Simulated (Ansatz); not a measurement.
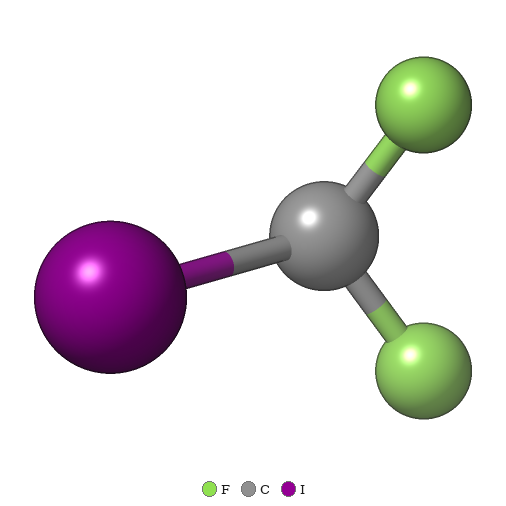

The picture shows a molecular structure as a ball-and-stick model.

State: neutral, doublet. The computed structure is the end point of a PBE0-D4/def2-TZVP optimisation.

Count the atoms of each element.

Answer. CF2I, 4 atoms: 1 carbon, 2 fluorine and 1 iodine.

Name functional groups in it.

Answer. Among them: C–F bond, C–I bond.

Which point group does it belong to?

Answer. Cs.

How many bonds of each kind are drawn?

Answer. 2 C–F, 1 C–I.

How many sets of symmetry-equivalent atoms are there?

Answer. 3: 2 F, 1 C, 1 I.

More results for the same structure follow; atom numbers are the same in all pictures, views and colours differ.

**Geometry**

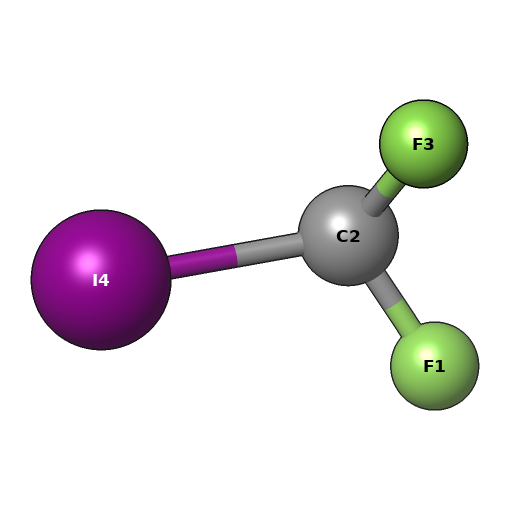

The atoms are numbered.

Describe the coordination of atom 2.

Answer. C2 has 3 neighbours (F1 at 1.31, F3 at 1.31, I4 at 2.11 Å); the arrangement is trigonal pyramidal.

**Levels of theory compared**

Program: Ansatz 0.2.0.

At this fixed geometry, give HOMO energy (eV), dipole (D) at these levels: B3LYP-D4/def2-TZVPP; PBE-D4/def2-TZVPP; r2SCAN-D4/def2-TZVPP; ωB97M-V/def2-TZVPP.

```tsv
level	HOMO energy (eV)	dipole (D)
B3LYP-D4/def2-TZVPP	−6.66	0.58
PBE-D4/def2-TZVPP	−5.45	0.36
r2SCAN-D4/def2-TZVPP	−5.96	0.36
ωB97M-V/def2-TZVPP	−8.89	0.60
```

**Charges**

The questions are on Mulliken charges. Level of theory: UKS PBE0-D4/def2-TZVP, core potentials on I (Ansatz 0.2.0).

Give the Mulliken charges atom by atom.

```tsv
atom	value (e)
F1	−0.11
C2	0.20
F3	−0.11
I4	0.02
```

**Thermal motion**

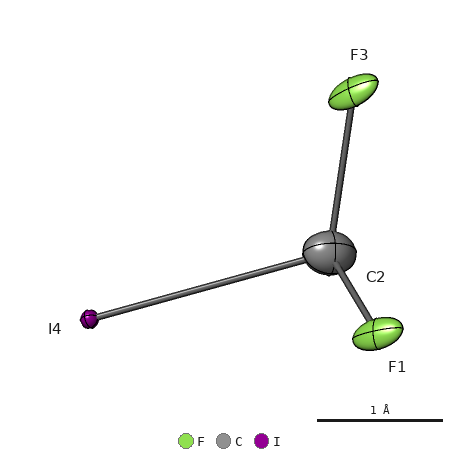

Displacement ellipsoids at the 50 % level, enlarged 3 times, from the internal vibrations of the free molecule (harmonic, no overall translation or rotation; no half-axis is drawn under 0.075 Å). Vibrations computed with UKS PBE0-D4/def2-TZVP, core potentials on I (Ansatz 0.2.0). Temperature: 100 K.

Give the displacement parameters, one line for each set of equivalent atoms.

| atom | U_eq (Å²) | rms amplitudes (Å) |
| --- | --- | --- |
| F1, F3 | 0.0011 | 0.011, 0.028, 0.050 |
| C2 | 0.0017 | 0.039, 0.039, 0.047 |
| I4 | 0.00005 | 0.001, 0.005, 0.012 |

Mulliken values depend strongly on the basis set and can even reverse the polarity of a bond.
